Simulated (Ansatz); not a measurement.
# Binding across the interface in twisted Ti2CO2 MXene bilayer, 32.20° (390 atoms), part 2 of 3

How much energy holds the two parts of twisted Ti2CO2 MXene bilayer, 32.20° (390 atoms) together, and how does it fall off with distance?

Ansatz 0.2.0; Kohn-Sham DFT, PBE+D3(BJ), PAW (set soft_1), plane waves.

The cell: 78 C, 156 Ti and 156 O. The main run has no spin polarisation.

So far. Step 2 (Single point at the start): The r.m.s. force at the start is 0.18 eV/Å. Step 3 (Relaxation): The relaxation converged after 4 steps, 1.14 eV below its start, with a largest force component of 0.042 eV/Å.

### Step 4. Single point at the relaxed geometry

The electronic structure is read at the final geometry, in a run of its own.

The input, input.yaml:

```yaml
crystal:
  lattice:
    - [18.9223, 0.0, 0.0]
    - [-9.46115, 16.38719, 0.0]
    - [0.0, 0.0, 25.59]
  atoms:
    - { symbol: C, position: [0.02563, 0.58966, 0.36205] }
    - { symbol: Ti, position: [0.10258, 0.69226, 0.41259] }
    - { symbol: Ti, position: [0.12824, 0.61527, 0.31131] }
    - { symbol: O, position: [0.12839, 0.61559, 0.44806] }
    - { symbol: O, position: [0.10247, 0.69223, 0.27593] }
    - { symbol: C, position: [0.07695, 0.76924, 0.36201] }
    [... 378 atom lines left out ...]
    - { symbol: O, position: [0.99994, 0.66659, 0.55247] }
    - { symbol: C, position: [0.05125, 0.87174, 0.63793] }
    - { symbol: Ti, position: [0.94861, 0.79488, 0.68851] }
    - { symbol: Ti, position: [0.9743, 0.89737, 0.58711] }
    - { symbol: O, position: [0.97431, 0.89742, 0.72393] }
    - { symbol: O, position: [0.94887, 0.79483, 0.55189] }
kpoints:
  mp_grid: { grid: [3, 3, 1] }
hamiltonian:
  xc: pbe
  dispersion: d3bj
  pseudopotentials: { kind: paw, azcp: { folder: soft_1 } }
scf:
  occupations: { method: gaussian, width: 0.05 }
output:
  forces: true
  populations: true
  dos:
    method: { smearing: { sigma: 0.15 } }
    de: 0.1
    projected: { site_lists: { C: [C], O: [O], Ti: [Ti] } }
  eigenvalues: true
  write_density: true
  write_potential: true
  volumetric_format: npy
  elf: true
```

Launch:

```
> ansatz run input.yaml --threads 32 --pin off --max-ram 92160MiB --backend cuda --events-out ev --progress --plain --runs-dir out --max-vram 78GiB
```

Numbers of over 12 decimals in the logs are rounded to 6 here.

What it wrote:

```text
projector tables: rebuilt, as memory chose (as under --projector-tables rebuilt)
[...]
GPU FFT provider: cuFFT
GPU libraries: cuBLAS 13.8.1, cuFFT 12.4.0, cuSOLVER 12.3.2
[...]
Crystal: 390 atoms, lattice volume = 7935.032 Å³
Basis set: ecut = 420 eV, 155197 PW (Γ), exchange–correlation on 256×256×360 points (8 copies of the dense FFT grid, shifted against one another)
Bands: 1950, of which v1, the nominal top of the filled ones, is band 1560 counted from 1 (1559 counted from 0)
Symmetry: 1 space group operations
[...]
k-points: 5 of 9 (time reversal used)
[...]
GPU buffer pool allocated for 2949120 grid points (all kernels)
[...]
SCF iter   1: F=—  HF=-499116.824905 eV  |F-HF|=—  |Δ(HF+E_count)|=         —  Δρ=1.60e-1  dr2=2.43e3  ethr=3.10e-3  ⟨swp⟩=7.0  Hψ=37865  notcnv=0  defer=934
[...]
SCF iter  19: F=-498553.341331 eV  HF=-498553.341331 eV  |F-HF|=8.73e-10  |Δ(HF+E_count)|=   3.14e-8  Δρ=5.36e-7  dr2=3.07e-8  ethr=3.21e-12  ⟨swp⟩=22.6  Hψ=82524  notcnv=0
SCF 1 converged in 19 iterations: F = -498553.341331 eV  dr2 = 3.07e-8
[...]
WARN: The output density's exchange-correlation potential varies sharply where the density is thin. Do not read a vacuum level from v_tot or v_xc, or from such a field of the output density. On a cell that repeats whose density bears no net charge and no dipole along the vacuum's axis use v_es (v_loc + v_h of the components); [...]
SCF converged after 19 iterations
Free energy (F): -498553.341331 eV
[...]
Internal energy: -498553.341331 eV  (E = F + TS)
E sigma→0 (E₀):  -498553.341331 eV
Entropy (-TS):   -0.000000 eV (-0.000 meV/atom)
Fermi energy:    3.575540 eV
[...]
--- Forces (eV/Å), atoms counted from 1 ---
[... 390 lines of forces left out ...]
  max |Σ_I F_I| component: 5.46e-6 eV/Å
--- Band table (eV; the first three rows and the last of 5) ---
--- Löwdin populations: 390 sites ---
  site symbol       q [e]
[... 390 lines, one an atom, left out ...]
  spilling = 0.003360 (of n_electrons = 3120.000000)
```

It took 3.2 min on 1 × NVIDIA GB200 with 32 threads of Arm Neoverse V2, shared host; peak memory 14 GiB.

The program notes that the exchange-correlation potential is rough where the density is thin.

Numbers from this run:

```
free energy                                      : -498553.3413 eV
free energy per atom                             : -1278.3419 eV/atom
SCF cycles                                       : 19
r.m.s. force component                           : 0.01033 eV/Å
longest force                                    : 0.04289 eV/Å
Fermi energy                                     : 3.576 eV
gap (highest filled to lowest empty level) : 0.3693 eV
potential in mid-vacuum, over the Fermi level    : 5.642 eV
potential 4.5 Å over the upper face              : 5.643 eV
potential 4.5 Å under the lower face             : 5.643 eV
spilling of the projection                       : 0.00336
```

Löwdin charges by element (they lack the spilled electrons, 0.027 e an atom on average):

| element | coordination | atoms | mean charge (e) | spread | least | most |
| --- | --- | --- | --- | --- | --- | --- |
| C | all | 78 | -0.933 | 6.0e-4 | -0.934 | -0.932 |
| O | all | 156 | -0.628 | 0.002 | -0.630 | -0.621 |
| Ti | all | 156 | 1.16 | 0.0045 | 1.15 | 1.17 |

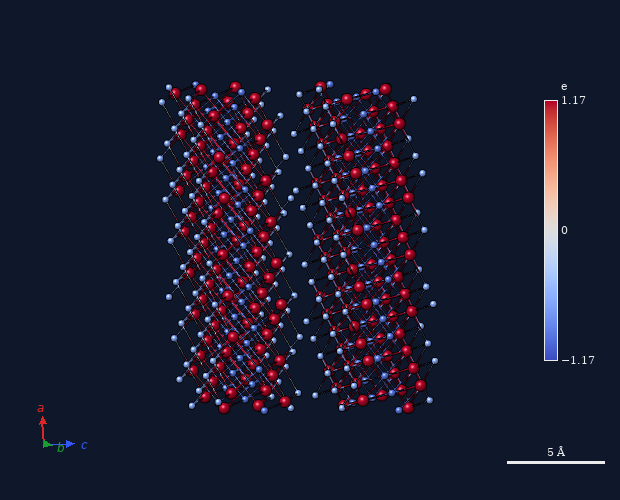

Atoms coloured by Löwdin charge. Some periodic images of atoms are drawn too.

By region:

| region | atoms | mean length of the force (eV/Å) |
| --- | --- | --- |
| layer 1 | 195 | 0.016 |
| layer 2 | 195 | 0.017 |

Density of states as counts of states in windows of 1 eV (from the Fermi level), total and some projections:

| from (eV) | to (eV) | total | Ti d | O p | C p | C s |
| --- | --- | --- | --- | --- | --- | --- |
| -14 | -12 | 0.0 | 0.0 | 0.0 | 0.0 | 0.0 |
| -12 | -11 | 17.7 | 0.9 | 0.5 | 0.2 | 10.2 |
| -11 | -10 | 96.9 | 15.8 | 2.0 | 1.8 | 59.7 |
| -10 | -9 | 41.4 | 9.6 | 0.4 | 0.2 | 28.9 |
| -9 | -7 | 0.0 | 0.0 | 0.0 | 0.0 | 0.0 |
| -7 | -6 | 55.2 | 13.7 | 27.9 | 8.5 | 0.4 |
| -6 | -5 | 349.3 | 85.3 | 216.0 | 29.4 | 1.8 |
| -5 | -4 | 507.6 | 103.9 | 343.9 | 39.0 | 4.5 |
| -4 | -3 | 123.6 | 35.0 | 52.9 | 30.7 | 1.1 |
| -3 | -2 | 194.2 | 54.0 | 55.2 | 77.8 | 0.7 |
| -2 | -1 | 152.7 | 41.6 | 39.7 | 66.3 | 0.3 |
| -1 | 0 | 21.8 | 5.7 | 6.2 | 9.3 | 0.0 |
| 0 | 1 | 155.4 | 122.6 | 23.9 | 5.7 | 1.1 |
| 1 | 2 | 353.6 | 314.1 | 21.5 | 11.6 | 0.3 |

Between -26 and -14 eV lie 312 more states.

The stored curve holds about 1872 of the 3120 electrons; the rest, give or take the few that broadening carries across the Fermi level, lie in deeper levels below its range.

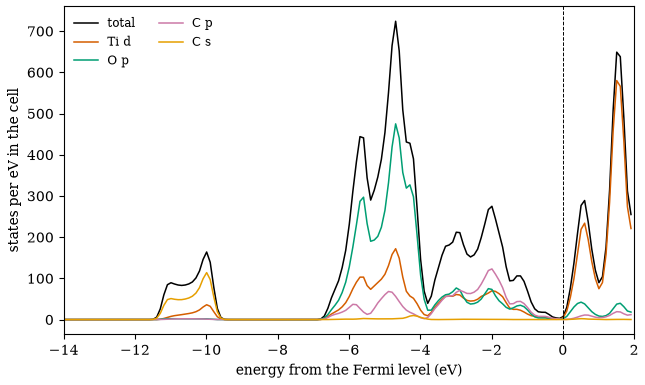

Total and projected density of states, with the broadening of the input.

Not all projections were asked for or kept, so they needn't add up to the total.

The levels nearest the highest filled one (over half full), pooled over k-points and spins:

| level less the highest filled one (eV) | occupation |
| --- | --- |
| -0.255 | 2 |
| -0.255 | 2 |
| -0.0022 | 2 |
| -0.0019 | 2 |
| -6.0e-4 | 2 |
| 0 | 2 |
| 0.369 | 0 |
| 0.370 | 0 |
| 0.370 | 0 |
| 0.371 | 0 |
| 0.372 | 0 |
| 0.372 | 0 |

Planar average of the electrostatic potential energy along the normal, with the Fermi level as zero, after a running mean with a triangular window 4 Å wide at its base:

| height (Å) | potential energy (eV) |
| --- | --- |
| 0.0 | 5.64 |
| 1.0 | 5.64 |
| 2.0 | 5.64 |
| 3.0 | 5.64 |
| 4.1 | 5.62 |
| 5.1 | 4.87 |
| 6.1 | 0.79 |
| 7.1 | -5.99 |
| 8.1 | -9.69 |
| 9.1 | -9.66 |
| 10.2 | -9.84 |
| 11.2 | -7.20 |
| 12.2 | -1.41 |
| 13.2 | -0.84 |
| 14.2 | -6.41 |
| 15.2 | -9.76 |
| 16.3 | -9.65 |
| 17.3 | -9.80 |
| 18.3 | -6.83 |
| 19.3 | -0.11 |
| 20.3 | 4.54 |
| 21.3 | 5.60 |
| 22.5 | 5.64 |
| 23.5 | 5.64 |
| 24.5 | 5.64 |
| 25.4 | 5.64 |

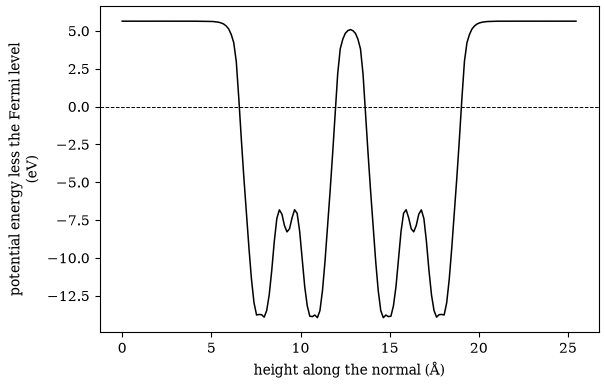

Planar average of the electrostatic potential energy; the dashed line is the Fermi level.

Between filled and empty levels lie 0.369 eV (on the run's k-points); a semilocal functional tends to put such gaps too low. Mean Löwdin charges: C -0.93, O -0.63, Ti +1.16 e (they miss 0.34 % of the electrons, so they add up to more than the cell's charge). Just under the Fermi level the largest share is C p (46 % of the projected weight), just over it Ti d (72 % of the projected weight). The potential stands 5.82 eV above the highest filled level over the upper face and 5.82 eV under the lower one, a reading of the ionisation potential at this level.

### Step 5. The lower part alone

The lower part (layer 1) is solved alone, atoms held, in the same cell.

The input, input.yaml:

```yaml
crystal:
  lattice:
    - [18.9223, 0.0, 0.0]
    - [-9.46115, 16.38719, 0.0]
    - [0.0, 0.0, 25.59]
  atoms:
    - { symbol: C, position: [0.02563, 0.58966, 0.36205] }
    - { symbol: Ti, position: [0.10258, 0.69226, 0.41259] }
    - { symbol: Ti, position: [0.12824, 0.61527, 0.31131] }
    - { symbol: O, position: [0.12839, 0.61559, 0.44806] }
    - { symbol: O, position: [0.10247, 0.69223, 0.27593] }
    - { symbol: C, position: [0.07695, 0.76924, 0.36201] }
    [... 183 atom lines left out ...]
    - { symbol: O, position: [0.99992, 0.33324, 0.27602] }
    - { symbol: C, position: [0.97432, 0.41019, 0.36207] }
    - { symbol: Ti, position: [0.05127, 0.51288, 0.41314] }
    - { symbol: Ti, position: [0.07694, 0.43581, 0.31132] }
    - { symbol: O, position: [0.07676, 0.43603, 0.44783] }
    - { symbol: O, position: [0.05121, 0.51276, 0.27601] }
kpoints:
  mp_grid: { grid: [3, 3, 1] }
hamiltonian:
  xc: pbe
  dispersion: d3bj
  pseudopotentials: { kind: paw, azcp: { folder: soft_1 } }
scf:
  occupations: { method: gaussian, width: 0.05 }
output:
  forces: true
  eigenvalues: true
  write_density: true
  write_potential: true
  volumetric_format: npy
```

What it wrote:

```text
[...]
GPU FFT provider: cuFFT
GPU libraries: cuBLAS 13.8.1, cuFFT 12.4.0, cuSOLVER 12.3.2
[...]
Crystal: 195 atoms, lattice volume = 7935.032 Å³
Basis set: ecut = 420 eV, 155197 PW (Γ), exchange–correlation on 256×256×360 points (8 copies of the dense FFT grid, shifted against one another)
Bands: 975, of which v1, the nominal top of the filled ones, is band 780 counted from 1 (779 counted from 0)
Symmetry: 1 space group operations
[...]
k-points: 5 of 9 (time reversal used)
[...]
GPU buffer pool allocated for 2949120 grid points (all kernels)
[...]
SCF iter   1: F=—  HF=-249556.497435 eV  |F-HF|=—  |Δ(HF+E_count)|=         —  Δρ=1.14e-1  dr2=1.22e3  ethr=3.10e-3  ⟨swp⟩=8.2  Hψ=21943  notcnv=0  defer=423
[...]
SCF iter  13: F=—  HF=-249271.878615 eV  |F-HF|=—  |Δ(HF+E_count)|=   2.99e-6  Δρ=1.86e-6  dr2=2.14e-7  ethr=2.79e-10  ⟨swp⟩=2.4  Hψ=7146  notcnv=0  defer=844
SCF iter  14: F=-249271.878615 eV  HF=-249271.878615 eV  |F-HF|=1.24e-7  |Δ(HF+E_count)|=   4.32e-7  Δρ=6.03e-7  dr2=2.07e-8  ethr=6.41e-12  ⟨swp⟩=23.4  Hψ=48907  notcnv=0
SCF 1 converged in 14 iterations: F = -249271.878615 eV  dr2 = 2.07e-8
[...]
SCF converged after 14 iterations
Free energy (F): -249271.878615 eV
[...]
Internal energy: -249271.878615 eV  (E = F + TS)
E sigma→0 (E₀):  -249271.878615 eV
Entropy (-TS):   -0.000000 eV (-0.000 meV/atom)
Fermi energy:    -1.013216 eV
[...]
Σ components = -249271.878615   (vs F -249271.878615, Δ=0.00e0)
--- Forces (eV/Å), atoms counted from 1 ---
[... 195 lines of forces left out ...]
  max |Σ_I F_I| component: 1.68e-4 eV/Å
--- Band table (eV; the first three rows and the last of 5) ---
```

It took 53 s on 1 × NVIDIA GB200 with 32 threads; peak memory 2.3 GiB.

### Step 6. The upper part alone

The upper part (layer 2) is solved alone in the same way.

input.yaml, the sections that differ from step 5:

```yaml
crystal:
  lattice:
    - [18.9223, 0.0, 0.0]
    - [-9.46115, 16.38719, 0.0]
    - [0.0, 0.0, 25.59]
  atoms:
    - { symbol: C, position: [0.94865, 0.12815, 0.63778] }
    - { symbol: Ti, position: [0.84613, 0.05132, 0.68844] }
    - { symbol: Ti, position: [0.87174, 0.15382, 0.58671] }
    - { symbol: O, position: [0.87176, 0.15379, 0.72387] }
    - { symbol: O, position: [0.84601, 0.05104, 0.55177] }
    - { symbol: C, position: [0.8974, 0.2564, 0.63786] }
    [... 183 atom lines left out ...]
    - { symbol: O, position: [0.99994, 0.66659, 0.55247] }
    - { symbol: C, position: [0.05125, 0.87174, 0.63793] }
    - { symbol: Ti, position: [0.94861, 0.79488, 0.68851] }
    - { symbol: Ti, position: [0.9743, 0.89737, 0.58711] }
    - { symbol: O, position: [0.97431, 0.89742, 0.72393] }
    - { symbol: O, position: [0.94887, 0.79483, 0.55189] }
# kpoints, hamiltonian, scf, output: as in step 5
```

What it wrote:

```text
[...]
GPU FFT provider: cuFFT
GPU libraries: cuBLAS 13.8.1, cuFFT 12.4.0, cuSOLVER 12.3.2
[...]
Crystal: 195 atoms, lattice volume = 7935.032 Å³
Basis set: ecut = 420 eV, 155197 PW (Γ), exchange–correlation on 256×256×360 points (8 copies of the dense FFT grid, shifted against one another)
Bands: 975, of which v1, the nominal top of the filled ones, is band 780 counted from 1 (779 counted from 0)
Symmetry: 1 space group operations
[...]
k-points: 5 of 9 (time reversal used)
[...]
GPU buffer pool allocated for 2949120 grid points (all kernels)
[...]
SCF iter   1: F=—  HF=-249556.509799 eV  |F-HF|=—  |Δ(HF+E_count)|=         —  Δρ=1.14e-1  dr2=1.22e3  ethr=3.10e-3  ⟨swp⟩=8.2  Hψ=21943  notcnv=0  defer=426
[...]
SCF iter  13: F=—  HF=-249271.877762 eV  |F-HF|=—  |Δ(HF+E_count)|=   2.19e-6  Δρ=1.98e-6  dr2=2.38e-7  ethr=3.17e-10  ⟨swp⟩=2.4  Hψ=6477  notcnv=0  defer=844
SCF iter  14: F=-249271.877762 eV  HF=-249271.877762 eV  |F-HF|=9.19e-8  |Δ(HF+E_count)|=   5.36e-7  Δρ=6.32e-7  dr2=2.51e-8  ethr=6.41e-12  ⟨swp⟩=22.4  Hψ=46022  notcnv=0
SCF 1 converged in 14 iterations: F = -249271.877762 eV  dr2 = 2.51e-8
[...]
SCF converged after 14 iterations
Free energy (F): -249271.877762 eV
[...]
Internal energy: -249271.877762 eV  (E = F + TS)
E sigma→0 (E₀):  -249271.877762 eV
Entropy (-TS):   -0.000000 eV (-0.000 meV/atom)
Fermi energy:    -1.012539 eV
[...]
Σ components = -249271.877762   (vs F -249271.877762, Δ=0.00e0)
--- Forces (eV/Å), atoms counted from 1 ---
[... 195 lines of forces left out ...]
  max |Σ_I F_I| component: 2.02e-4 eV/Å
--- Band table (eV; the first three rows and the last of 5) ---
```

Wall time 50 s (1 × NVIDIA GB200 with 32 threads); peak memory 2.4 GiB.

The whole (-498553.341 eV) less the lower (-249271.879 eV) and the upper part (-249271.878 eV) leaves -9.585 eV.

### Step 7. Upper part moved by +0.3 Å

Moving the upper part rigidly maps the well in which it sits.

The input, input.yaml:

```yaml
crystal:
  lattice:
    - [18.9223, 0.0, 0.0]
    - [-9.46115, 16.38719, 0.0]
    - [0.0, 0.0, 25.59]
  atoms:
    - { symbol: C, position: [0.02563, 0.58966, 0.36205] }
    - { symbol: Ti, position: [0.10258, 0.69226, 0.41259] }
    - { symbol: Ti, position: [0.12824, 0.61527, 0.31131] }
    - { symbol: O, position: [0.12839, 0.61559, 0.44806] }
    - { symbol: O, position: [0.10247, 0.69223, 0.27593] }
    - { symbol: C, position: [0.07695, 0.76924, 0.36201] }
    [... 378 atom lines left out ...]
    - { symbol: O, position: [0.99994, 0.66659, 0.56419] }
    - { symbol: C, position: [0.05125, 0.87174, 0.64965] }
    - { symbol: Ti, position: [0.94861, 0.79488, 0.70023] }
    - { symbol: Ti, position: [0.9743, 0.89737, 0.59883] }
    - { symbol: O, position: [0.97431, 0.89742, 0.73565] }
    - { symbol: O, position: [0.94887, 0.79483, 0.56361] }
kpoints:
  mp_grid: { grid: [3, 3, 1] }
hamiltonian:
  xc: pbe
  dispersion: d3bj
  pseudopotentials: { kind: paw, azcp: { folder: soft_1 } }
scf:
  occupations: { method: gaussian, width: 0.05 }
output:
  forces: true
  eigenvalues: true
```

What it wrote:

```text
projector tables: rebuilt, as memory chose (as under --projector-tables rebuilt)
[...]
GPU FFT provider: cuFFT
GPU libraries: cuBLAS 13.8.1, cuFFT 12.4.0, cuSOLVER 12.3.2
[...]
Crystal: 390 atoms, lattice volume = 7935.032 Å³
Basis set: ecut = 420 eV, 155197 PW (Γ), exchange–correlation on 256×256×360 points (8 copies of the dense FFT grid, shifted against one another)
Bands: 1950, of which v1, the nominal top of the filled ones, is band 1560 counted from 1 (1559 counted from 0)
Symmetry: 1 space group operations
[...]
k-points: 5 of 9 (time reversal used)
[...]
GPU buffer pool allocated for 2949120 grid points (all kernels)
[...]
SCF iter   1: F=—  HF=-499117.624517 eV  |F-HF|=—  |Δ(HF+E_count)|=         —  Δρ=1.60e-1  dr2=2.43e3  ethr=3.10e-3  ⟨swp⟩=7.0  Hψ=37871  notcnv=0  defer=935
[...]
SCF iter   6: F=—  HF=-498553.015280 eV  |F-HF|=—  |Δ(HF+E_count)|=   8.63e-1  Δρ=4.94e-3  dr2=3.05e0  ethr=3.47e-4  ⟨swp⟩=4.2  Hψ=9606  notcnv=0  defer=1054
[...]
SCF iter  17: F=—  HF=-498552.756681 eV  |F-HF|=—  |Δ(HF+E_count)|=   1.90e-7  Δρ=1.53e-6  dr2=3.51e-7  ethr=2.39e-11  ⟨swp⟩=3.0  Hψ=16176  notcnv=0  defer=1026
SCF iter  18: F=-498552.756681 eV  HF=-498552.756681 eV  |F-HF|=5.48e-8  |Δ(HF+E_count)|=   1.09e-7  Δρ=6.88e-7  dr2=9.07e-8  ethr=3.21e-12  ⟨swp⟩=15.0  Hψ=45862  notcnv=0
SCF 1 converged in 18 iterations: F = -498552.756681 eV  dr2 = 9.07e-8
[...]
SCF converged after 18 iterations
Free energy (F): -498552.756681 eV
[...]
Internal energy: -498552.756681 eV  (E = F + TS)
E sigma→0 (E₀):  -498552.756681 eV
Entropy (-TS):   -0.000000 eV (-0.000 meV/atom)
Fermi energy:    3.575257 eV
[...]
Σ components = -498552.756681   (vs F -498552.756681, Δ=0.00e0)
--- Forces (eV/Å), atoms counted from 1 ---
[... 390 lines of forces left out ...]
  max |Σ_I F_I| component: 4.58e-4 eV/Å
--- Band table (eV; the first three rows and the last of 5) ---
```

Run time: 2.1 min. Hardware: 1 × NVIDIA GB200 with 32 threads; peak memory 3.1 GiB; 2.7 min of CPU time.

Upper part moved by +0.3 Å: the energy stands 0.585 eV above that of the reference.

### Step 8. Upper part moved by -0.3 Å

Another point of the curve.

Input and log are left out; they have the form of those shown for this kind of step.

Elapsed: 1.8 min, on 1 × NVIDIA GB200 with 32 threads of Arm Neoverse V2, shared host; peak memory 3.2 GiB.

Upper part moved by -0.3 Å: the energy stands 1.69 eV above that of the reference.

(Part 2 of 3 ends here.)

[Logs are printed without paths, hosts, clocks, repeated set-up lines and the standing remarks that a program may print on its own settings, such as how far it seeks lower states.]

[Hosts, paths, dates, database ids (printed as entryN), source tags and the programs' standing remarks are cut or masked in the printed files.]
